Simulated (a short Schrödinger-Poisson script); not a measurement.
System: MOS inversion layer, HfO2 on p-type Ge(100), at 300 K.

| layer | material | thickness (nm) | Na (cm⁻³) |
|---|---|---|---|
| 1 | HfO2 | 12.6 | - |
| 2 | Ge | 1000 | 1.7e17 |

The device is made up for the run: typed textbook-type constants, with dimensions and the other settings drawn at random. HfO2: permittivity 22, conduction-band edge (eV) 1.5, gap (eV) 5.7, electron mass (mₑ) 0.2. Ge: permittivity 16, conduction-band edge (eV) 0, gap (eV) 0.664, Nv at 300 K (cm⁻³) 6e18.

Channel valleys (confinement mass, in-plane density-of-states mass, number): L4 0.12, 0.295, 4. At the gate the conduction-band edge of layer 1 lies 1.6 eV − eVg above the Fermi level of the channel; the field vanishes at the back. Gaps are held at their typed values at every temperature. Mesh 0.03 nm at interfaces.

From a short Schrödinger-Poisson script (our own, NumPy): 1D Poisson equation in equilibrium, electrons quantum, Hartree (BenDaniel-Duke, 12 states a valley, the channel's in-plane mass for all, wave functions ending at the dielectric), parabolic valleys, classical holes, full ionisation, no traps, pinning or gate leakage.

Only gate voltages with over 1e8 electrons/cm² are shown.

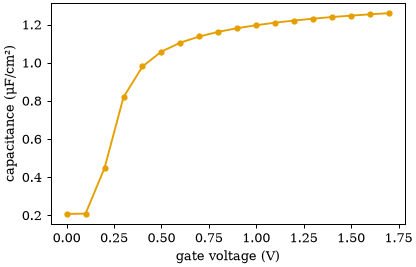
*Quasi-static capacitance against gate voltage*

```
Vg (V)  electrons (cm⁻²)  C (μF/cm²)  L4 E0 (meV)  L4 E1 (meV)
------  ----------------  ----------  -----------  -----------
0                 2.55e8       0.207        283.4        338.3
0.1               5.49e9       0.209        203.2        263.5
0.2              8.98e10       0.448        130.4        195.3
0.3              4.49e11       0.819         88.1        157.6
0.4              9.99e11       0.980         66.6        140.5
0.5              1.63e12        1.06         53.1        131.2
0.6              2.30e12        1.11         43.3        125.4
0.7              3.00e12        1.14         35.6        121.3
0.8              3.72e12        1.16         29.2        118.4
0.9              4.45e12        1.18         23.7        116.2
1                5.19e12        1.20         18.8        114.5
1.1              5.94e12        1.21         14.5        113.1
1.2              6.70e12        1.22         10.5        112.0
1.3              7.46e12        1.23          6.8        111.1
1.4              8.23e12        1.24          3.3        110.4
1.5              9.01e12        1.25          0.1            -
1.6              9.79e12        1.25         -3.0            -
1.7              1.06e13        1.26            -            -
```

Subbands count from the Fermi level; a dash marks a level above the dielectric's band edge.

Only the L valleys are kept; under strong confinement the Δ valleys of Ge fill too.
